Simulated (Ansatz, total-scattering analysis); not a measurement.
**hydrogen peroxide: run and scatter**

Aim: the structure of hydrogen peroxide at 310 K, and the X-ray and neutron patterns it would give.

Method: ab initio molecular dynamics with Ansatz (revPBE-D3(BJ), plane waves, PAW default files, Langevin thermostat, no spin, fixed volume, H with the mass of D). Composition: 22 H2O2; O 50.0, H 50.0 atom %; 88 atoms. The average runs over 0.78 ps of 88 atoms, so shells between rare elements are rough. Mean temperature 312 K, largest m.s.d. 0.69 Å², energy drift -1 meV an atom (last third less first, no steady trend), Langevin friction 10 ps⁻¹; the first quarter of the run is discarded. Start: last frame of a classical run of this cell at the same density and temperature. So short a stretch relaxes bonds and nearest shells but still remembers its start.

## The run

The step of 1 fs has to resolve the fastest vibration, that of H (given the mass of D, which leaves classical structure unchanged and allows a longer step). The volume is fixed, since the run is too short for a cell to find its own; the mean pressure then hints how far the functional is from its own density, with errors up to a few GPa from cell size, k-points and loose SCF steps (the program warns of the last). One k-point, Γ, is the usual economy for a cell of this size. Smeared occupations keep the forces smooth should levels come near the Fermi energy. A dispersion term is added because semilocal functionals bind large anions and molecules too weakly, which shows as excess pressure at a given density. A Langevin thermostat samples the right structure once equilibrated, but its friction lowers diffusion.

The input, input.yaml:

```yaml
crystal:
  lattice:
    - [9.5204, 0.0, 0.0]
    - [0.0, 9.5204, 0.0]
    - [0.0, 0.0, 9.5204]
  atoms:
    - { symbol: O, position: [0.1743, 0.8998, 0.2241] }
    - { symbol: O, position: [0.0258, 0.9298, 0.2124] }
    - { symbol: H, position: [0.1893, 0.8624, 0.1264] }
    - { symbol: H, position: [0.9958, 0.8377, 0.2136] }
[... 82 atom lines left out ...]
    - { symbol: H, position: [0.2767, 0.8959, 0.6833] }
    - { symbol: H, position: [0.4223, 0.7526, 0.6421] }
kpoints:
  mp_grid: { grid: [1, 1, 1] }
scf:
  occupations: { method: fermi_dirac, width: 0.0267 }
hamiltonian:
  xc: revpbe
  pseudopotentials: { kind: paw }
  dispersion: d3bj
output:
  forces: true
  stress: true
md:
  timestep: 1.0
  n_steps: 1034
  ensemble: nvt_langevin
  temperature: 310.0
  initial_velocities: maxwell_boltzmann
  seed: 7
  masses: [{ species: H, mass: 2.014 }]
```

```console
$ ansatz run input.yaml --threads 4 --pin off --max-ram 10240MiB --backend cpu --events-out ev --progress --plain --runs-dir out
```

```text
Warning: md: disabling space-group detection — thermal motion breaks the input geometry's symmetry, so no spatial operation reduces the k-mesh or symmetrises the density; time reversal is kept, so that k and −k are [...]
Warning: output.stress: scf.convergence.dr2_threshold = 8.8e-8 eV (the default of an md: trajectory) is looser than the 8.8e-9 eV advised for a printed stress (1e-10 eV for each atom of the cell: 88). What an SCF [...]
Warning: RAYON_NUM_THREADS=4 ignored (pool sized by the plan → 4); use --threads N
Engine: ansatz 0.2.0, aarch64-unknown-linux-gnu
Pseudopotential: O, paw, valence charge 6, recommended cutoff 420 eV (normal), O.paw.azcp
Pseudopotential: H, paw, valence charge 1, recommended cutoff 420 eV (normal), H.paw.azcp
Functional definition: revPBE
Crystal: 88 atoms, lattice volume = 862.910 Å³
Basis set: ecut = 420 eV, 16879 PW (Γ), exchange–correlation on 128×128×128 points (8 copies of the dense FFT grid, shifted against one another)
Bands: 242, of which v1, the nominal top of the filled ones, is band 154 counted from 1 (153 counted from 0)
k-points: 1
[... other set-up lines, SCF lines and steps between those shown are left out ...]
md step     0: t =     0.00 fs  T =   306.5 K  F+E_penalty+E_count = -25660.09182135 eV  E_kin = 3.486142 eV  P_inst = 3.5429 GPa  (11 SCF iters)
md step     1: t =     1.00 fs  T =   309.3 K  F+E_penalty+E_count = -25660.09262293 eV  E_kin = 3.518725 eV  P_inst = 3.3079 GPa  (9 SCF iters, 3 dispersion substeps)
md step    41: t =    41.00 fs  T =   444.7 K  F+E_penalty+E_count = -25662.17650775 eV  E_kin = 5.058459 eV  P_inst = 2.1487 GPa  (7 SCF iters, 3 dispersion substeps)
md step    82: t =    82.00 fs  T =   347.8 K  F+E_penalty+E_count = -25662.25127060 eV  E_kin = 3.955696 eV  P_inst = 1.3751 GPa  (7 SCF iters, 3 dispersion substeps)
md step   123: t =   123.00 fs  T =   343.2 K  F+E_penalty+E_count = -25663.43208797 eV  E_kin = 3.904082 eV  P_inst = 0.8591 GPa  (8 SCF iters, 3 dispersion substeps)
md step   164: t =   164.00 fs  T =   353.5 K  F+E_penalty+E_count = -25663.75381907 eV  E_kin = 4.020862 eV  P_inst = 0.7161 GPa  (8 SCF iters, 3 dispersion substeps)
md step   205: t =   205.00 fs  T =   353.9 K  F+E_penalty+E_count = -25664.12848999 eV  E_kin = 4.025409 eV  P_inst = 1.0373 GPa  (8 SCF iters, 3 dispersion substeps)
md step   246: t =   246.00 fs  T =   274.7 K  F+E_penalty+E_count = -25664.02279298 eV  E_kin = 3.124859 eV  P_inst = 0.6110 GPa  (7 SCF iters, 3 dispersion substeps)
md step   287: t =   287.00 fs  T =   299.2 K  F+E_penalty+E_count = -25664.26229539 eV  E_kin = 3.402984 eV  P_inst = 0.8978 GPa  (8 SCF iters, 3 dispersion substeps)
md step   328: t =   328.00 fs  T =   295.2 K  F+E_penalty+E_count = -25664.67857026 eV  E_kin = 3.358002 eV  P_inst = 1.4249 GPa  (8 SCF iters, 3 dispersion substeps)
md step   369: t =   369.00 fs  T =   295.4 K  F+E_penalty+E_count = -25664.12691079 eV  E_kin = 3.359803 eV  P_inst = 1.9098 GPa  (7 SCF iters, 3 dispersion substeps)
md step   410: t =   410.00 fs  T =   339.6 K  F+E_penalty+E_count = -25665.05742033 eV  E_kin = 3.862940 eV  P_inst = 1.1588 GPa  (9 SCF iters, 3 dispersion substeps)
md step   451: t =   451.00 fs  T =   299.8 K  F+E_penalty+E_count = -25664.55491638 eV  E_kin = 3.409839 eV  P_inst = 0.8084 GPa  (7 SCF iters, 3 dispersion substeps)
md step   492: t =   492.00 fs  T =   321.7 K  F+E_penalty+E_count = -25664.88097368 eV  E_kin = 3.659739 eV  P_inst = 1.4103 GPa  (7 SCF iters, 3 dispersion substeps)
md step   533: t =   533.00 fs  T =   294.7 K  F+E_penalty+E_count = -25664.79082862 eV  E_kin = 3.352482 eV  P_inst = 1.4618 GPa  (8 SCF iters, 3 dispersion substeps)
md step   574: t =   574.00 fs  T =   315.9 K  F+E_penalty+E_count = -25664.66166779 eV  E_kin = 3.592965 eV  P_inst = 1.2867 GPa  (8 SCF iters, 3 dispersion substeps)
md step   615: t =   615.00 fs  T =   355.5 K  F+E_penalty+E_count = -25665.21639193 eV  E_kin = 4.043437 eV  P_inst = 1.9192 GPa  (7 SCF iters, 3 dispersion substeps)
md step   656: t =   656.00 fs  T =   314.7 K  F+E_penalty+E_count = -25664.82254099 eV  E_kin = 3.579309 eV  P_inst = 1.4823 GPa  (8 SCF iters, 3 dispersion substeps)
md step   697: t =   697.00 fs  T =   279.5 K  F+E_penalty+E_count = -25664.68160575 eV  E_kin = 3.179641 eV  P_inst = 0.3288 GPa  (8 SCF iters, 3 dispersion substeps)
md step   738: t =   738.00 fs  T =   321.0 K  F+E_penalty+E_count = -25664.74698459 eV  E_kin = 3.650907 eV  P_inst = 1.0049 GPa  (8 SCF iters, 3 dispersion substeps)
md step   779: t =   779.00 fs  T =   288.6 K  F+E_penalty+E_count = -25664.49590780 eV  E_kin = 3.282939 eV  P_inst = 0.9259 GPa  (8 SCF iters, 3 dispersion substeps)
md step   820: t =   820.00 fs  T =   296.3 K  F+E_penalty+E_count = -25664.52570352 eV  E_kin = 3.370871 eV  P_inst = 0.7604 GPa  (9 SCF iters, 3 dispersion substeps)
md step   861: t =   861.00 fs  T =   347.3 K  F+E_penalty+E_count = -25664.87845671 eV  E_kin = 3.950456 eV  P_inst = 0.4709 GPa  (7 SCF iters, 3 dispersion substeps)
md step   902: t =   902.00 fs  T =   299.7 K  F+E_penalty+E_count = -25664.55116500 eV  E_kin = 3.409514 eV  P_inst = 0.1848 GPa  (7 SCF iters, 3 dispersion substeps)
md step   943: t =   943.00 fs  T =   318.8 K  F+E_penalty+E_count = -25664.30624546 eV  E_kin = 3.625816 eV  P_inst = 0.1450 GPa  (7 SCF iters, 3 dispersion substeps)
md step   984: t =   984.00 fs  T =   335.9 K  F+E_penalty+E_count = -25664.79464822 eV  E_kin = 3.821091 eV  P_inst = 0.3590 GPa  (8 SCF iters, 3 dispersion substeps)
md step  1025: t =  1025.00 fs  T =   296.8 K  F+E_penalty+E_count = -25664.81805405 eV  E_kin = 3.375856 eV  P_inst = 0.3904 GPa  (8 SCF iters, 3 dispersion substeps)
[... last step's energies and forces left out ...]
--- MD trajectory: 1034 steps, t = 0.0 → 1034.0 fs ---
  final state: T = 276.6 K   F+E_penalty+E_count = -25664.67580819 eV   E_kin = 3.146320 eV
```

Run time: 69 min on 4 threads of Arm Neoverse V1, with other jobs on the host, peak memory 0.93 GiB.

## Analysis

S(Q) is the Faber–Ziman total, Σ ci cj fi fj (Sij − 1)/⟨f⟩² + 1. Below 4 Å⁻¹ the partials are summed on the cell's own reciprocal vectors (from 0.66 Å⁻¹) and folded with a Gaussian of σ = 0.14 Å⁻¹; above it they are transforms of g(r) out to 6.5 Å, tapered over the last 40 %. The fold lowers sharp peaks, and with so few vectors their positions are good to about 0.1 Å⁻¹. X-rays take neutral-atom form factors, neutrons coherent lengths (O 5.8037, H 6.6681 fm). Hydrogen is taken as deuterium. G(r) = 4πrρ₀[g(r) − 1] carries the resolution of a Lorch-windowed transform up to 20 Å⁻¹. The patterns are simulated, not measured. The cell is small: beyond half the box only the part of each shell inside it is counted, and low-Q values rest on few vectors. It is averaged over 130 frames.

```csv
T (K),state,density (g/cm³),first clear X-ray maximum (Å⁻¹),its height (X-ray),first clear neutron maximum (Å⁻¹),its height (neutron),held,"D over the elements, rough (10⁻⁹ m²/s)"
310,slow,1.440,2.00,2.18,1.96,1.75,"volume, 1.0 GPa mean",-
```

X-ray S(Q):

```
Q (Å⁻¹)  310 K
    0.8  -0.48
    1.1  -0.39
    1.4  -0.12
    1.7   0.64
    2.0   2.18
    2.3   1.75
    2.6   1.18
    2.9   0.58
    3.2   0.37
    3.5   0.38
    3.8   0.65
    4.1   0.89
    4.4   1.16
    4.7   1.33
    5.0   1.31
    5.3   1.19
    5.6   1.08
    5.9   1.02
    6.2   0.99
    6.5   0.97
    6.8   0.94
    7.1   0.93
    7.4   0.90
    7.7   0.88
    8.0   0.87
    8.3   0.90
    8.6   0.98
    8.9   1.07
```

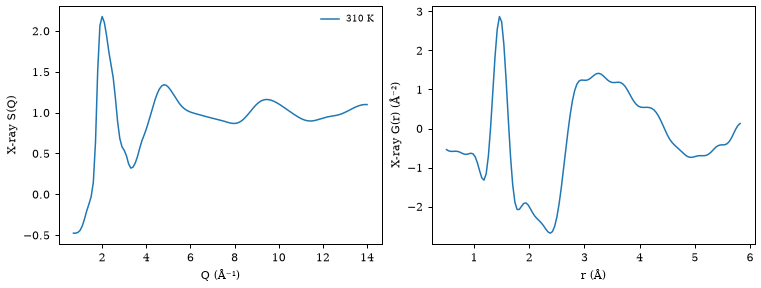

S(Q) and G(r) at each stop.

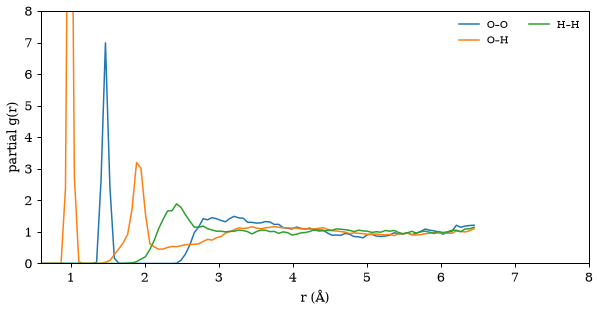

Partial pair functions at the last stop.

At 310 K the maxima of S(Q), Q in Å⁻¹ (height), are X-ray: 2.00 (2.18), 4.82 (1.34), 9.46 (1.16), 13.94 (1.10); neutron: 1.96 (1.75), 7.57 (1.15), 13.97 (1.11), 20.55 (1.04). Its shells:

```csv
pair,first peak (Å),g there,first minimum (Å),g there,neighbours,kind,X-ray weight (f = Z),neutron weight
O–H,0.99,18.7,1.26,0.00,"1.0 H per O, 1.0 O per H",within molecules,0.20,0.50
O–O,1.47,6.5,1.88,0.00,1.0,within molecules,0.79,0.22
H–H,2.42,1.9,3.46,0.99,8.1,28 % within molecules at the peak,0.01,0.29
```

The tapered transform alone would put 1.98 at the X-ray maximum of 2.00 Å⁻¹, where the reciprocal vectors give 2.18: a cut in r lowers sharp peaks, which is why the direct sum is used there.

**Reading.** Distances within molecules give the sharpest pair functions, and with hydrogen they rule the neutron S(Q) at high Q: O–H 0.99 Å and O–O 1.47 Å (first peaks only). On the last frame 93 % of the H on O, N or F point at an acceptor of another molecule or at an anion within hydrogen-bond range (2.35 Å to O, N, F; 2.85 Å to Cl, Br, I).

[Logs are printed without paths, hosts, clocks, repeated set-up lines and the standing remarks that a program may print on its own settings, such as how far it seeks lower states.]
